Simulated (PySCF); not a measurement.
# H3N: the cost of one run

Programs: PySCF 2.14.0, with routines of our own; each step states its level. All values are computed. Atoms count from 0.

## 1. The system as given

4 atoms, charge 0, multiplicity 1; geometry from: GFN2-xTB.

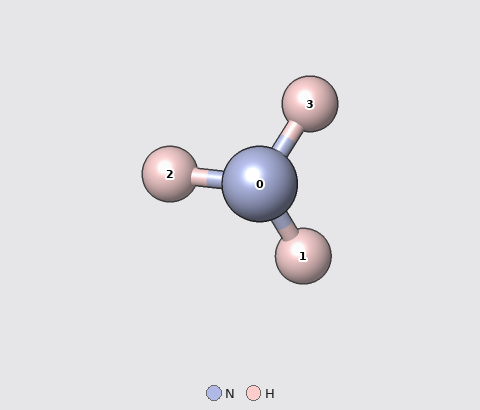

The starting geometry (nitrogen light blue, hydrogen pink).

## 2. Optimising the geometry at PBE0-D3(BJ)/def2-SVP

What the job is given:

```
{"job": {"xc": "PBE0", "basis": "def2-SVP", "d3": "d3bj", "grid": 1, "maxiter": 30, "shake": 0.01, "kind": "geom"}, "charge": 0, "multiplicity": 1}
N      0.025980    -0.022860     0.273520
H      0.918820    -0.200590    -0.108960
H     -0.650550    -0.702860    -0.095120
H     -0.256250     0.900940    -0.102450
```

Launch:

```console
> OMP_NUM_THREADS=1 python heavy_run.py task.json out
```

One launch serves the whole session: the jobs run in the order shown.

**Question.** How long does this first job take on 1 thread of Arm Neoverse N1, shared host, and how much memory does it need?

About 2 s, with a peak of 0.24 GiB.
